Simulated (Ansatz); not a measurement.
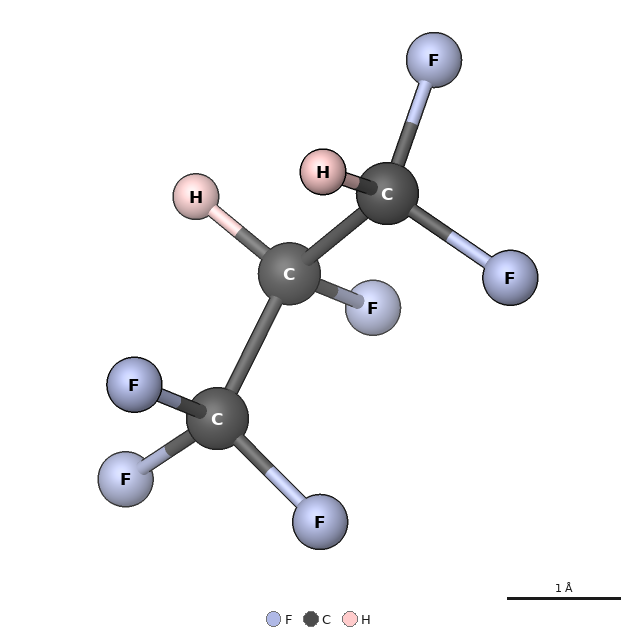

Depth is shown by fading: the farther an atom, the more it takes the colour of the background. The geometry was computed by an optimisation with PBE-D4/def2-SVP. No frequency run is at hand to confirm it as a minimum. Masses are those of the most abundant isotopes; constants are for the rigid equilibrium geometry.

**Classify the rotor and give the rotational constants (cm⁻¹).**

An asymmetric top (C1): A = 0.0859, B = 0.0382, C = 0.0356 cm⁻¹. Ray's parameter κ is −0.90, close to the prolate limit.
